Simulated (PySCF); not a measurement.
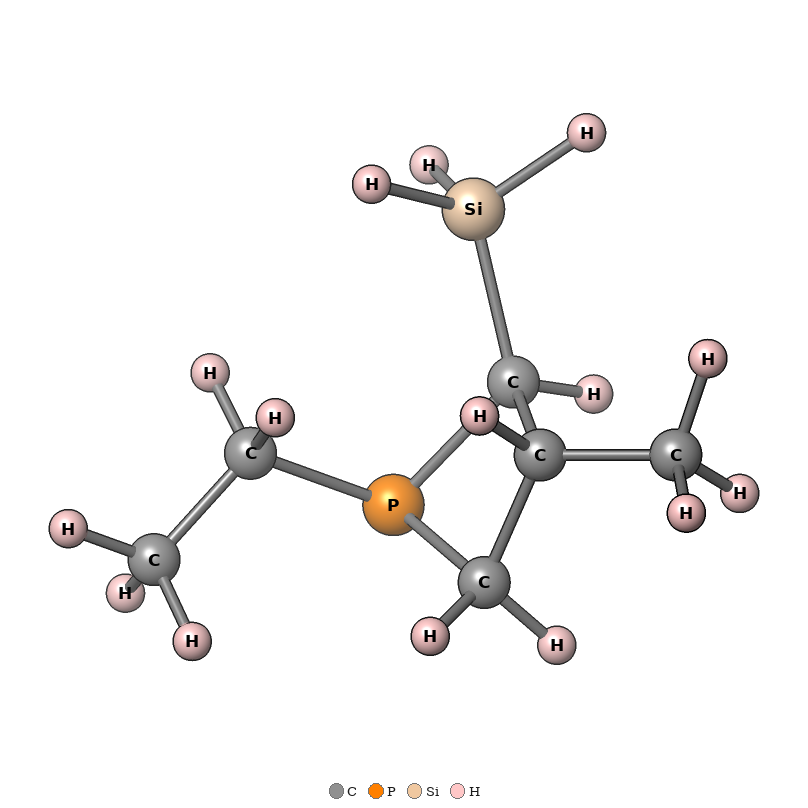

Atoms fade into the background with distance from the viewer. Computed geometry: PBE0-D3(BJ)/def2-SVP optimisation. No frequency run is at hand to confirm it as a minimum.

List the symmetry elements and name the point group.

It has no symmetry element but the identity, so the point group is C1. The group has 1 operation. The geometry is chiral, and symmetry allows a dipole moment.
